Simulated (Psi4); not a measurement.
**GeNH3: single-point calculation**

GeNH3, SMILES [NH2][GeH], computed with MP2/6-311G**, RHF (Psi4 1.11).

The geometry comes from this level: PBE0-D4/def2-TZVP.

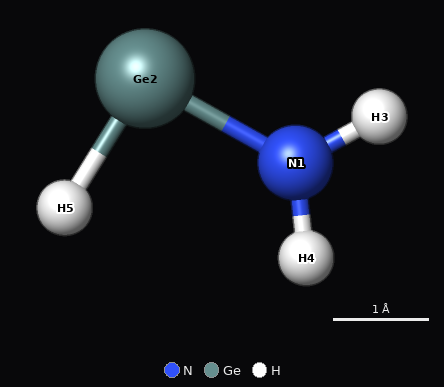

Fig. 1: The structure as given in the input (ball-and-stick view, seen on its broad side; atoms are numbered from 1 in the order of the input). Sticks mark near contacts. Bond lengths as drawn: Ge–H 1.60 Å, Ge–N 1.82 Å and H–N 1.01 Å.

**Input file (input.in)**
```
memory 1600 mb

molecule m {
  0 1
  N     -0.084100    -0.602200     0.097400
  Ge     0.988800     0.853400     0.259800
  H      0.180600    -1.502000     0.465300
  H     -0.985000    -0.620100    -0.352500
  H     -0.050300     1.797200    -0.511300
  symmetry c1
  no_reorient
  no_com
}

set {
  basis 6-311G**
  puream true
  e_convergence 1e-09
  d_convergence 1e-08
  scf_type pk
  num_frozen_docc 10
  mp2_type conv
}

energy("mp2")
```

Run on 1 thread of Intel Xeon (Sapphire Rapids), 64 GiB of memory available, shared host.

Launch command:
```bash
psi4 input.in input.out -n 1
```

**Log**
```
Psi4 1.11 release

   => Loading Basis Set <=

    Name: 6-311G**
    Role: ORBITAL
    Keyword: BASIS

         ---------------------------------------------------------
                                   SCF
                              RHF Reference
                        1 Threads,   1525 MiB Core
         ---------------------------------------------------------

  ==> Geometry <==

    Molecular point group: c1
    Full point group: C1

    Geometry (in Angstrom), charge = 0, multiplicity = 1:

       Center              X                  Y                   Z               Mass
    ------------   -----------------  -----------------  -----------------  -----------------
         N           -0.084100000000    -0.602200000000     0.097400000000    14.003074004430
         GE           0.988800000000     0.853400000000     0.259800000000    73.921177761000
         H            0.180600000000    -1.502000000000     0.465300000000     1.007825032230
         H           -0.985000000000    -0.620100000000    -0.352500000000     1.007825032230
         H           -0.050300000000     1.797200000000    -0.511300000000     1.007825032230

  Running in c1 symmetry.

  Rotational constants: A =      2.39527  B =      0.12313  C =      0.11711 [cm^-1]
  Rotational constants: A =  71808.32824  B =   3691.24829  C =   3510.97086 [MHz]
  Nuclear repulsion =   98.834760907510130

  Charge       = 0
  Multiplicity = 1
  Electrons    = 42
  Nalpha       = 21
  Nbeta        = 21

  ==> Algorithm <==

  SCF Algorithm Type is PK.
  DIIS enabled.
  MOM disabled.
  Fractional occupation disabled.
  Guess Type is SAD.
  Energy threshold   = 1.00e-09
  Density threshold  = 1.00e-08
  Integral threshold = 1.00e-12

  ==> Primary Basis <==

  Basis Set: 6-311G**
    Blend: 6-311G**
    Number of shells: 38
    Number of basis functions: 80
    Number of Cartesian functions: 84
    Spherical Harmonics?: true
    Max angular momentum: 2

  ==> Integral Setup <==

  Using in-core PK algorithm.
   Calculation information:
      Number of atoms:                   5
      Number of AO shells:              38
      Number of primitives:             69
      Number of atomic orbitals:        84
      Number of basis functions:        80

      Integral cutoff                 1.00e-12
      Number of threads:                 1

  Performing in-core PK
  Using 10500840 doubles for integral storage.
  We computed 254626 shell quartets total.
  Whereas there are 274911 unique shell quartets.

  ==> DiskJK: Disk-Based J/K Matrices <==

    J tasked:                  Yes
    K tasked:                  Yes
    wK tasked:                  No
    Memory [MiB]:             1144
    Schwarz Cutoff:          1E-12

  Minimum eigenvalue in the overlap matrix is 8.9988023250E-03.
  Reciprocal condition number of the overlap matrix is 1.6759570289E-03.
    Using symmetric orthogonalization.

  ==> Pre-Iterations <==

  SCF Guess: Superposition of Atomic Densities via on-the-fly atomic UHF (no occupation information).

   -------------------------
    Irrep   Nso     Nmo
   -------------------------
     A         80      80
   -------------------------
    Total      80      80
   -------------------------

  ==> Iterations <==

                        Total Energy        Delta E     RMS |[F,P]|

   @RHF iter SAD: -2126.95102665995091   -2.12695e+03   0.00000e+00
   @RHF iter   1: -2130.16185497604738   -3.21083e+00   3.69373e-02 ADIIS/DIIS
   @RHF iter   2: -2130.58003853743412   -4.18184e-01   3.58955e-02 ADIIS/DIIS
   @RHF iter   3: -2131.51703016498914   -9.36992e-01   2.26743e-03 ADIIS/DIIS
   @RHF iter   4: -2131.52258571286166   -5.55555e-03   3.36852e-04 ADIIS/DIIS
   @RHF iter   5: -2131.52293562027489   -3.49907e-04   6.03203e-05 DIIS
   @RHF iter   6: -2131.52297642386247   -4.08036e-05   2.59887e-05 DIIS
   @RHF iter   7: -2131.52298518515681   -8.76129e-06   9.93290e-06 DIIS
   @RHF iter   8: -2131.52298597312301   -7.87966e-07   4.13947e-06 DIIS
   @RHF iter   9: -2131.52298614525398   -1.72131e-07   7.12503e-07 DIIS
   @RHF iter  10: -2131.52298615125073   -5.99675e-09   9.81433e-08 DIIS
   @RHF iter  11: -2131.52298615133941   -8.86757e-11   2.05879e-08 DIIS
   @RHF iter  12: -2131.52298615134168   -2.27374e-12   3.29123e-09 DIIS
  Energy and wave function converged.

  ==> Post-Iterations <==

    Orbital Energies [Eh]
    ---------------------

    Doubly Occupied:

       1A   -405.223698     2A    -52.130346     3A    -46.219033
       4A    -46.217433     5A    -46.216745     6A    -15.547519
       7A     -7.175139     8A     -5.152463     9A     -5.148179
      10A     -5.144822    11A     -1.624289    12A     -1.621524
      13A     -1.616981    14A     -1.616546    15A     -1.610388
      16A     -1.126154    17A     -0.683280    18A     -0.659536
      19A     -0.482910    20A     -0.412623    21A     -0.329372

    Virtual:

      22A      0.047695    23A      0.114469    24A      0.174226
      25A      0.195735    26A      0.211693    27A      0.260272
      28A      0.269468    29A      0.346704    30A      0.391339
      31A      0.475732    32A      0.528264    33A      0.541352
      34A      0.567316    35A      0.612830    36A      0.735152
      37A      0.810355    38A      0.853201    39A      0.871267
      40A      0.989032    41A      1.017843    42A      1.070187
      43A      1.071828    44A      1.132204    45A      1.228815
      46A      1.445358    47A      1.721417    48A      1.788544
      49A      1.819787    50A      1.879932    51A      1.943010
      52A      2.021983    53A      2.183175    54A      2.299517
      55A      2.514128    56A      2.591575    57A      2.675166
      58A      2.676361    59A      2.716069    60A      2.736467
      61A      2.766746    62A      2.791790    63A      2.881658
      64A      3.025729    65A      3.195628    66A      3.310331
      67A      3.422596    68A      4.185691    69A      4.602506
      70A      4.956158    71A      5.075009    72A      5.215293
      73A      5.235445    74A      6.216385    75A     36.965264
      76A     45.535661    77A    228.003188    78A    228.093382
      79A    228.133631    80A    850.648880

    Final Occupation by Irrep:
              A
    DOCC [    21 ]
    NA   [    21 ]
    NB   [    21 ]

  @RHF Final Energy: -2131.52298615134168

   => Energetics <=

    Nuclear Repulsion Energy =             98.8347609075101303
    One-Electron Energy =               -3168.7975343425450774
    Two-Electron Energy =                 938.4397872836933630
    Total Energy =                      -2131.5229861513416836

Computation Completed

Properties will be evaluated at   0.000000,   0.000000,   0.000000 [a0]

Properties computed using the SCF density matrix

 Multipole Moments:

 ------------------------------------------------------------------------------------
     Multipole            Electronic (a.u.)      Nuclear  (a.u.)        Total (a.u.)
 ------------------------------------------------------------------------------------

 L = 1.  Multiply by 2.5417464519 to convert [e a0] to [Debye]
 Dipole X            :        -57.3821227           57.0663275           -0.3157952
 Dipole Y            :        -43.4893722           43.0262293           -0.4631429
 Dipole Z            :        -16.2843625           16.2457865           -0.0385760
 Magnitude           :                                                    0.5618862

 ------------------------------------------------------------------------------------

	total time  =          2 seconds =       0.03 minutes
 MINTS: Wrapper to libmints.

   Calculation information:
      Number of threads:                 1
      Number of atoms:                   5
      Number of AO shells:              38
      Number of SO shells:              38
      Number of primitives:             69
      Number of atomic orbitals:        84
      Number of basis functions:        80

      Number of irreps:                  1
      Integral cutoff                 1.00e-12
      Number of functions per irrep: [  80 ]

 OEINTS: Overlap, kinetic, potential, dipole, and quadrupole integrals
         stored in file 35.

      Computing two-electron integrals...done
      Computed 4524092 non-zero two-electron integrals.
        Stored in file 33.

  Module OCC Options:
  ----------------------------------------------------------------------------
  ACTIVE                        => (empty)
  BASIS_RELATIVISTIC            => (empty)
  BENCH                         => (empty)
  CACHELEVEL                    => (empty)
  CCL_ENERGY                    => (empty)
  CC_MAXITER                    => (empty)
  CC_TYPE                       => (empty)
  CEPA_OS_SCALE                 => (empty)
  CEPA_SOS_SCALE                => (empty)
  CEPA_SS_SCALE                 => (empty)
  CEPA_TYPE                     => (empty)
  CI_TYPE                       => (empty)
  CUBEPROP_BASIS_FUNCTIONS      => (empty)
  CUBEPROP_FILEPATH             => (empty)
  CUBEPROP_ISOCONTOUR_THRESHOLD => (empty)
  CUBEPROP_ORBITALS             => (empty)
  CUBEPROP_TASKS                => (empty)
  CUBIC_BASIS_TOLERANCE         => (empty)
  CUBIC_BLOCK_MAX_POINTS        => (empty)
  CUBIC_GRID_OVERAGE            => (empty)
  CUBIC_GRID_SPACING            => (empty)
  CUTOFF                        => (empty)
  DDX                           => (empty)
  DEBUG                         => (empty)
  DERTYPE                       => (empty)
  DF_BASIS_CC                   => (empty)
  DIE_IF_NOT_CONVERGED          => (empty)
  DIIS_MAX_VECS                 => (empty)
  DIIS_MIN_VECS                 => (empty)
  DKH_ORDER                     => (empty)
  DOCC                          => (empty)
  DO_DIIS                       => (empty)
  DO_LEVEL_SHIFT                => (empty)
  DO_SCS                        => (empty)
  DO_SOS                        => (empty)
  E3_SCALE                      => (empty)
  EA_POLES                      => (empty)
  EKT_EA                        => (empty)
  EKT_IP                        => (empty)
  EP_EA_POLES                   => (empty)
  EP_IP_POLES                   => (empty)
  EP_MAXITER                    => (empty)
  EXTERNAL_POTENTIAL_SYMMETRY   => (empty)
  E_CONVERGENCE                 => 1e-09           !
  FREEZE_CORE                   => (empty)
  FREEZE_CORE_POLICY            => (empty)
  FROZEN_DOCC                   => (empty)
  FROZEN_UOCC                   => (empty)
  INTEGRAL_PACKAGE              => (empty)
  IP_POLES                      => (empty)
  LEVEL_SHIFT                   => (empty)
  LITERAL_CFOUR                 => (empty)
  LS_THC_BASIS_TOLERANCE        => (empty)
  LS_THC_DF                     => (empty)
  LS_THC_PRUNING_SCHEME         => (empty)
  LS_THC_RADIAL_POINTS          => (empty)
  LS_THC_SPHERICAL_POINTS       => (empty)
  LS_THC_S_EPSILON              => (empty)
  LS_THC_WEIGHTS_TOLERANCE      => (empty)
  MAT_NUM_COLUMN_PRINT          => (empty)
  MAX_MOGRAD_CONVERGENCE        => (empty)
  MAX_RADIAL_MOMENT             => (empty)
  MBIS_D_CONVERGENCE            => (empty)
  MBIS_MAXITER                  => (empty)
  MBIS_PRUNING_SCHEME           => (empty)
  MBIS_RADIAL_POINTS            => (empty)
  MBIS_SPHERICAL_POINTS         => (empty)
  MOGRAD_DAMPING                => (empty)
  MOLDEN_WITH_VIRTUAL           => (empty)
  MO_MAXITER                    => (empty)
  MO_READ                       => (empty)
  MO_STEP_MAX                   => (empty)
  MO_WRITE                      => (empty)
  MP2_OS_SCALE                  => (empty)
  MP2_SOS_SCALE                 => (empty)
  MP2_SOS_SCALE2                => (empty)
  MP2_SS_SCALE                  => (empty)
  MP2_TYPE                      => CONV            !
  MP_TYPE                       => (empty)
  NAT_ORBS                      => (empty)
  NUM_FROZEN_DOCC               => 10              !
  NUM_FROZEN_UOCC               => (empty)
  NUM_GPUS                      => (empty)
  OCC_ORBS_PRINT                => (empty)
  OEPROP                        => (empty)
  OPT_METHOD                    => (empty)
  ORBITAL_OPTIMIZER_PACKAGE     => (empty)
  ORB_OPT                       => FALSE           !
  ORB_RESP_SOLVER               => (empty)
  ORTH_TYPE                     => (empty)
  OS_SCALE                      => (empty)
  PARENT_SYMMETRY               => (empty)
  PCG_BETA_TYPE                 => (empty)
  PCG_CONVERGENCE               => (empty)
  PCG_MAXITER                   => (empty)
  PCM                           => (empty)
  PE                            => (empty)
  PRINT                         => (empty)
  PRINT_NOONS                   => (empty)
  PROPERTIES                    => (empty)
  PROPERTIES_ORIGIN             => (empty)
  PUREAM                        => TRUE            !
  QC_MODULE                     => (empty)
  RAS1                          => (empty)
  RAS2                          => (empty)
  RAS3                          => (empty)
  RAS4                          => (empty)
  RELATIVISTIC                  => (empty)
  RELAXED                       => (empty)
  REMP_A                        => (empty)
  RESTRICTED_DOCC               => (empty)
  RESTRICTED_UOCC               => (empty)
  RMS_MOGRAD_CONVERGENCE        => (empty)
  R_CONVERGENCE                 => (empty)
  SCF_TYPE                      => PK              !
  SCREENING                     => (empty)
  SCS_TYPE                      => (empty)
  SOCC                          => (empty)
  SOS_TYPE                      => (empty)
  SPIN_SCALE_TYPE               => NONE            !
  SS_SCALE                      => (empty)
  SYMMETRIZE                    => (empty)
  TPDM_ABCD_TYPE                => (empty)
  WFN                           => (empty)
  WFN_TYPE                      => OMP2            !
  WRITER_FILE_LABEL             => (empty)
  ZORA_BASIS_TOLERANCE          => (empty)
  ZORA_NR_DEBUG                 => (empty)
  ZORA_PRUNING_SCHEME           => (empty)
  ZORA_RADIAL_POINTS            => (empty)
  ZORA_SPHERICAL_POINTS         => (empty)

 ==============================================================================
 ==============================================================================
 ==============================================================================

                             MP2

 ==============================================================================
 ==============================================================================
 ==============================================================================

	MO spaces per irreps...

	IRREP   FC    OCC   VIR  FV
	==============================
	   A    10    11    59    0
	==============================

	Memory is   1600 MB
	Cost of iabc is     32 MB
	Cost of abcd is     88 MB
	Switching to the incore algorithm for iabc..
	Switching to the incore algorithm for abcd..

	Computing MP2 energy using SCF MOs (Canonical MP2)...
	==============================================================================
	Nuclear Repulsion Energy (a.u.)    :    98.83476090751013
	SCF Energy (a.u.)                  : -2131.52298615134168
	REF Energy (a.u.)                  : -2131.52298615134168
	Alpha-Alpha Contribution (a.u.)    :    -0.05870220004143
	Alpha-Beta Contribution (a.u.)     :    -0.30718166481040
	Beta-Beta Contribution (a.u.)      :    -0.05870220004143
	Scaled_SS Correlation Energy (a.u.):    -0.03913480002762
	Scaled_OS Correlation Energy (a.u.):    -0.36861799777249
	SCS-MP2 Total Energy (a.u.)        : -2131.93073894914187
	SOS-MP2 Total Energy (a.u.)        : -2131.89160414911430
	SCSN-MP2 Total Energy (a.u.)       : -2131.72961789548754
	SCS-MP2-VDW Total Energy (a.u.)    : -2131.97488088234059
	SOS-PI-MP2 Total Energy (a.u.)     : -2131.95304048207618
	MP2 Correlation Energy (a.u.)      :    -0.42458606489327
	MP2 Total Energy (a.u.)            : -2131.94757221623513
	==============================================================================

	total time  =          1 seconds =       0.02 minutes

    Psi4 run time: 0:00:03.34
```

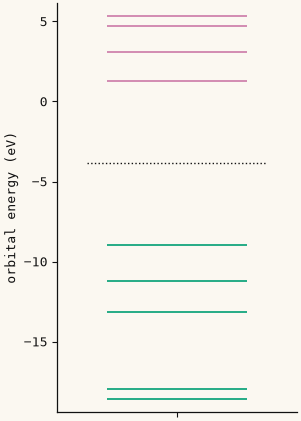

Fig. 2: Orbital energies near the frontier (SCF reference); the dotted line parts filled from empty levels, and levels within 0.02 eV of each other stand side by side. Highest filled −8.96 eV, lowest empty 1.30 eV, 10.26 eV apart.

**Results in brief**

| quantity | value |
| --- | --- |
| outcome | converged |
| total energy | −2131.947572 hartree |
| SCF energy | −2131.522986 hartree |
| MP2 energy | −2131.947572 hartree |
| correlation energy | −0.424586 hartree |
| basis functions | 80 |
| HOMO of the SCF reference | −8.96 eV |
| LUMO of the SCF reference | 1.30 eV |
| wall time | 4.8 s |
| peak memory | 0.36 GiB |
